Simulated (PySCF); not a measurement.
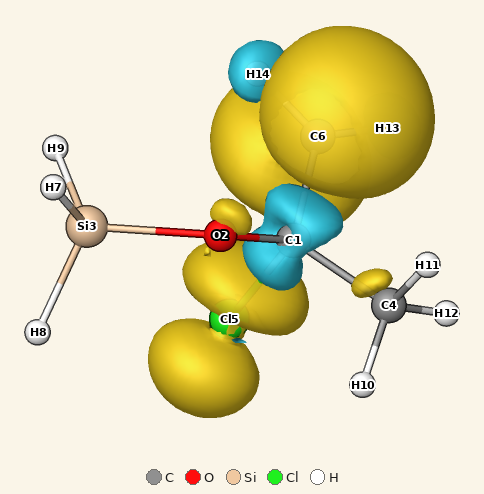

The picture shows: C3H8ClOSi (doublet). Isosurfaces of the spin density (α minus β) at +0.015 (yellow) and −0.015 e/Å³ (cyan), seen at a tilt.

Geometry: PBE0-D3(BJ)/def2-SVP.

These are results of UKS B3LYP, IGLO-III on C Cl O Si, pcH-1 on H, non-relativistic, mean-field spin-orbit, GIAO in PySCF 2.14.0, density-fitted response routines, not measurements.

```yaml
atoms:
  - { symbol: C, position_ang: [-0.5253, 0.0354, 0.0539] }
  - { symbol: O, position_ang: [0.7571, 0.4794, 0.2227] }
  - { symbol: Si, position_ang: [2.1685, -0.1780, -0.4235] }
  - { symbol: C, position_ang: [-1.4898, 1.1969, 0.0997] }
  - { symbol: Cl, position_ang: [-0.6678, -0.6811, -1.7329] }
  - { symbol: C, position_ang: [-0.8703, -1.1064, 0.9078] }
  - { symbol: H, position_ang: [3.2430, 0.3931, 0.4333] }
  - { symbol: H, position_ang: [2.3742, 0.2466, -1.8343] }
  - { symbol: H, position_ang: [2.1693, -1.6659, -0.3158] }
  - { symbol: H, position_ang: [-1.2057, 1.9387, -0.6576] }
  - { symbol: H, position_ang: [-1.4284, 1.6612, 1.0958] }
  - { symbol: H, position_ang: [-2.5186, 0.8621, -0.0839] }
  - { symbol: H, position_ang: [-1.9155, -1.3933, 1.0329] }
  - { symbol: H, position_ang: [-0.0841, -1.7923, 1.2284] }
```

Q: Describe the spin distribution.

A: The unpaired spin (1 electron) lies mostly on C6 (about 0.7) and Cl5 (about 0.1), in electrons by Hirshfeld's partition.
